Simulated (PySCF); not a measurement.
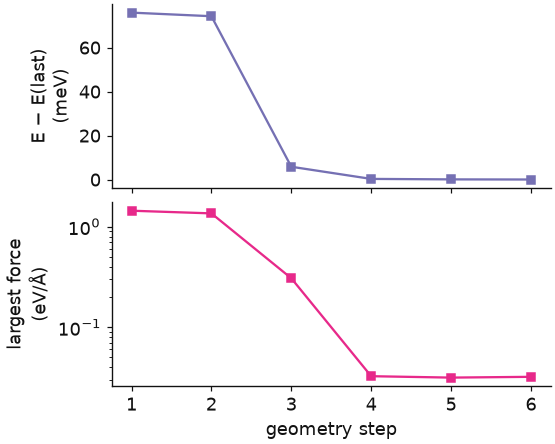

History of a geometry optimisation.

System: BrClFGeH (SMILES [F][Ge@@H]([Cl])[Br]).
Method: PBE0-D3(BJ)/def2-SVP, geometry optimisation (PySCF 2.14.0, density fitting).

### How did it end, and what did it gain?

The optimisation met its thresholds at geometry 6, counting the start as the first. The energy fell by about 76 meV from the first step to the last. The largest force goes from about 1.4 eV/Å at the start to 0.032 eV/Å at the end.
